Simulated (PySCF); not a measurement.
**One shape, several levels: doublet [NO2]2+**

We compute a comparison of 4 runs (NEVPT2(3,3)/STO-6G, UCISD/STO-6G, ROCCSD(T)/STO-6G, FCI/STO-6G) of doublet [NO2]2+. 

The results are computed with PySCF 2.14.0.

7 further runs of the same task are left out: 7 set aside as unsound or not needed.

## Step 1: The molecule

[NO2]2+: 3 atoms, total charge +2, spin state doublet. SMILES of the parent species: `O=[N+]=O`. The shape is that of a PBE0-D4/def2-TZVP optimisation. That shape belongs to the parent species and isn't relaxed for this state.

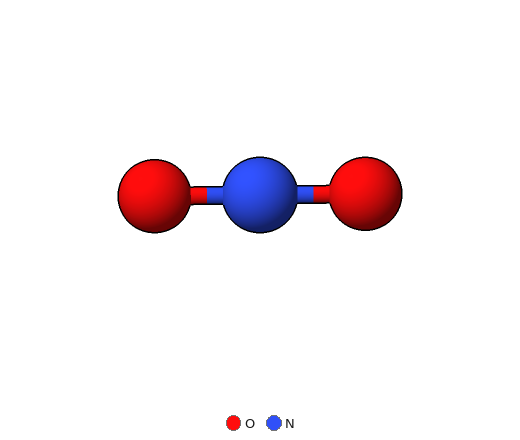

The structure, seen from a chosen angle (oxygen red, nitrogen blue).

## Step 2: A single-point energy at NEVPT2(3,3)/STO-6G (run 1)

Input file job.py:

```python
import numpy
from pyscf import gto, scf, mp, mcscf, mrpt

mol = gto.Mole()
mol.atom = '''
O       -0.572980       0.927020      -0.209580
N       -0.000010      -0.000010       0.000000
O        0.572990      -0.927010       0.209580
'''
mol.spin = 1
mol.basis = 'sto-6g'
mol.max_memory = 1860
mol.verbose = 3
mol.charge = 2
mol.build()

mf = scf.ROHF(mol)
mf.conv_tol = 1e-10
mf.kernel()
if not mf.converged:
    mf = mf.newton().run(mf.mo_coeff, mf.mo_occ)

pt = mp.MP2(scf.addons.convert_to_uhf(mf)).run()
noons, natorbs = mcscf.addons.make_natural_orbitals(pt)
print('natural occupations', numpy.round(noons[:40], 4))
cas = mcscf.CASSCF(mf, 3, 3)
cas.fix_spin_(ss=0.75)
cas.natorb = True
cas.kernel(natorbs)
e_pt2 = mrpt.NEVPT(cas).kernel()
e_tot = cas.e_tot + e_pt2
print('E = %.10f Eh' % e_tot)
```

Command:

```
$ OMP_NUM_THREADS=1 python job.py
```

What it wrote:

```text
converged SCF energy = -201.979331045753
E(UMP2) = -202.229371752997  E_corr = -0.250040707244451
E(SCS-UMP2) = -202.219441632441  E_corr = -0.240110586688346
natural occupations [2.     2.     2.     1.996  1.9959 1.9827 1.973  1.967  1.9421 1.923
 0.9904 0.1053 0.0739 0.0372 0.0136]
CASSCF energy = -202.013500103047
CASCI E = -202.013500103047  E(CI) = -5.76947159550076  S^2 = 0.7500000
Sr    (-1)',   E = -0.02008733678123
Si    (+1)',   E = -0.01599511028545
Sijrs (0)  ,   E = -0.05640035653489
Sijr  (+1) ,   E = -0.05172060192356
Srsi  (-1) ,   E = -0.01328017352451
Srs   (-2) ,   E = -0.00013055421122
Sij   (+2) ,   E = -0.00554899309915
Sir   (0)' ,   E = -0.06129284809805
Nevpt2 Energy = -0.224455974458060
E = -202.2379560775 Eh
```

It took 0.46 s on 1 thread of AMD EPYC 9R45 (Zen 5), shared host; peak memory 0.12 GiB.

## Step 3: A single-point energy at UCISD/STO-6G (run 2)

Input file start.xyz:

```xyz
3
NO2
O     -0.572980     0.927020    -0.209580
N     -0.000010    -0.000010     0.000000
O      0.572990    -0.927010     0.209580
```

Input file calc.py:

```python
from pyscf import gto, ci

mol = gto.M(
    atom='start.xyz',
    max_memory=1860,
    verbose=3,
    spin=1,
    charge=2,
    basis='sto-6g',
)

mf = mol.UHF()
mf.conv_tol = 1e-10
mf.kernel()
if not mf.converged:
    mf = mf.newton().run(mf.mo_coeff, mf.mo_occ)

cisd = ci.CISD(mf, frozen=3)
cisd.kernel()
e_tot = cisd.e_tot
print('Final energy', e_tot)
```

Command:

```
$ OMP_NUM_THREADS=1 python calc.py
```

What it wrote:

```text
converged SCF energy = -202.020557910635  <S^2> = 0.96974783  2S+1 = 2.2088439
E(UCISD) = -202.2214597788784  E_corr = -0.2009018682434877
Final energy -202.2214597788784
```

Wall time 0.46 s (1 thread of AMD EPYC 9R45 (Zen 5), shared host); peak memory 0.12 GiB.

Run 3 isn't shown in full; the table further down has it.

## Step 4: A single-point energy at FCI/STO-6G (run 4)

Input file input.xyz:

```xyz
3
NO2
O     -0.572980     0.927020    -0.209580
N     -0.000010    -0.000010     0.000000
O      0.572990    -0.927010     0.209580
```

Input file input.py:

```python
from pyscf import gto, scf, mcscf

mol = gto.M(
    atom='input.xyz',
    basis='sto-6g',
    charge=2,
    max_memory=1860,
    spin=1,
    verbose=4,
)

mf = scf.ROHF(mol)
mf.conv_tol = 1e-10
mf.kernel()
if not mf.converged:
    mf = mf.newton().run(mf.mo_coeff, mf.mo_occ)

cas = mcscf.CASCI(mf, mf.mo_coeff.shape[-1] - 3, (mol.nelec[0] - 3, mol.nelec[1] - 3))  # full CI above the frozen core
cas.fix_spin_(ss=0.75)
cas.kernel()
energy = cas.e_tot
print('E(%s) = %.9f' % ('FCI', energy))
```

Command:

```
$ OMP_NUM_THREADS=1 python input.py
```

What it wrote:

```text
PySCF version 2.14.0

[INPUT] num. atoms = 3
[INPUT] num. electrons = 21
[INPUT] charge = 2
[INPUT] spin (= nelec alpha-beta = 2S) = 1
[INPUT] symmetry False subgroup None
[INPUT] Mole.unit = angstrom
[INPUT] Symbol           X                Y                Z      unit          X                Y                Z       unit  Magmom
[INPUT]  1 O     -0.572980000000   0.927020000000  -0.209580000000 AA   -1.082775274853   1.751813911994  -0.396048801186 Bohr   0.0
[INPUT]  2 N     -0.000010000000  -0.000010000000   0.000000000000 AA   -0.000018897261  -0.000018897261   0.000000000000 Bohr   0.0
[INPUT]  3 O      0.572990000000  -0.927010000000   0.209580000000 AA    1.082794172115  -1.751795014733   0.396048801186 Bohr   0.0

nuclear repulsion = 68.6641622036056
number of shells = 9
number of NR pGTOs = 90
number of NR cGTOs = 15
basis = sto-6g
ecp = {}

******** <class 'pyscf.scf.rohf.ROHF'> ********
method = ROHF
initial guess = minao
damping factor = 0
level_shift factor = 0
DIIS = <class 'pyscf.scf.diis.CDIIS'>
diis_start_cycle = 1
diis_space = 8
diis_damp = 0
SCF conv_tol = 1e-10
SCF conv_tol_grad = None
SCF max_cycles = 50
direct_scf = True
direct_scf_tol = 1e-13
num. doubly occ = 10  num. singly occ = 1
Set gradient conv threshold to 1e-05
init E= -204.592330924034
  HOMO = -0.405493998548939  LUMO = 0.137805963104873  gap/eV = 14.78394
cycle= 1 E= -201.814446705091  delta_E= 2.78  |g|= 0.773  |ddm|= 2.16
  HOMO = -1.12544941837187  LUMO = -0.757317463517809  gap/eV = 10.01738
cycle= 2 E= -201.929820578459  delta_E= -0.115  |g|= 0.452  |ddm|= 0.944
  HOMO = -1.15338980819086  LUMO = -0.705255024893608  gap/eV = 12.19437
cycle= 3 E= -201.978207488619  delta_E= -0.0484  |g|= 0.0376  |ddm|= 0.316
  HOMO = -1.14247032990469  LUMO = -0.696708300086778  gap/eV = 12.12980
cycle= 4 E= -201.979201075309  delta_E= -0.000994  |g|= 0.0111  |ddm|= 0.0516
  HOMO = -1.1391579049082  LUMO = -0.697051395344577  gap/eV = 12.03033
cycle= 5 E= -201.979328921156  delta_E= -0.000128  |g|= 0.00141  |ddm|= 0.0219
  HOMO = -1.13886810531225  LUMO = -0.696537693700917  gap/eV = 12.03642
cycle= 6 E= -201.979331033598  delta_E= -2.11e-06  |g|= 0.000175  |ddm|= 0.00314
  HOMO = -1.13886279678231  LUMO = -0.696554518745627  gap/eV = 12.03582
cycle= 7 E= -201.979331046238  delta_E= -1.26e-08  |g|= 3.01e-05  |ddm|= 0.000284
  HOMO = -1.13886503097009  LUMO = -0.696547194179728  gap/eV = 12.03608
cycle= 8 E= -201.979331046618  delta_E= -3.8e-10  |g|= 3.19e-05  |ddm|= 6.96e-05
  HOMO = -1.13886550969412  LUMO = -0.696545714369478  gap/eV = 12.03613
cycle= 9 E= -201.979331047083  delta_E= -4.65e-10  |g|= 8.75e-06  |ddm|= 2.58e-05
  HOMO = -1.13886552351273  LUMO = -0.696545789257648  gap/eV = 12.03613
cycle= 10 E= -201.979331047302  delta_E= -2.19e-10  |g|= 9.48e-06  |ddm|= 2.06e-05
  HOMO = -1.13886552682616  LUMO = -0.696545934886474  gap/eV = 12.03613
cycle= 11 E= -201.979331045982  delta_E= 1.32e-09  |g|= 3.88e-06  |ddm|= 0.000172
  HOMO = -1.13886551548468  LUMO = -0.696545818613743  gap/eV = 12.03613
cycle= 12 E= -201.979331045753  delta_E= 2.29e-10  |g|= 1.52e-07  |ddm|= 0.000106
  HOMO = -1.13886551812005  LUMO = -0.696545829858325  gap/eV = 12.03613
cycle= 13 E= -201.979331045753  delta_E= 5.68e-14  |g|= 2.2e-08  |ddm|= 1.24e-06
  HOMO = -1.13886551933775  LUMO = -0.696545829554996  gap/eV = 12.03613
Extra cycle  E= -201.979331045753  delta_E=    0  |g|= 1.55e-08  |ddm|= 3.87e-08
converged SCF energy = -201.979331045753

******** <class 'pyscf.mcscf.casci.CASCI'> ********
CAS (8e+7e, 12o), ncore = 3, nvir = 0
natorb = False
canonicalization = True
sorting_mo_energy = False
******** <class 'pyscf.fci.addons.SpinPenaltyFCISolver'> ********
max. cycles = 200
conv_tol = 1e-08
davidson only = True
linear dependence = 1e-12
level shift = 0.001
max iter space = 12
nroots = 1
pspace_size = 400
spin = None
Density matrix diagonal elements [1.99045212 1.98827109 1.97772023 1.95741916 1.90970832 1.97180093
 1.91088885 0.99900294 0.13222668 0.10252082 0.04417684 0.01581203]
CASCI converged
CASCI E = -202.253807834965  E(CI) = -76.5907759548294  S^2 = 0.7500000
E(FCI) = -202.253807835
```

It took 2.9 s on 1 thread of AMD EPYC 9R45 (Zen 5), shared host; peak memory 0.2 GiB.

## Step 5: Overview of the runs

```csv
run,level,active selection,frozen core orbitals,energy (Eh),wall time
1,"NEVPT2(3,3)/STO-6G",mp2 natural orbitals,–,-202.237956,0.46 s
2,UCISD/STO-6G,–,3,-202.221460,0.46 s
3,ROCCSD(T)/STO-6G,–,3,-202.249927,0.48 s
4,FCI/STO-6G,–,3,-202.253808,2.9 s
```

## Step 6: Summary of results

| quantity | value |
| --- | --- |
| run 4: total energy | -202.25381 Eh |
| run 4: correlation energy (3 core orbitals frozen) | -274.5 mEh |

What this shows: Against full CI in this basis: UCISD +32.3 mEh; ROCCSD(T) +3.9 mEh. In runs 1, 2, 3, 4 the basis is minimal, so the values are rough. Spin contamination of the reference: run 2 ⟨S²⟩ = 0.97. All runs together took 4.2 s, the longest 2.9 s.
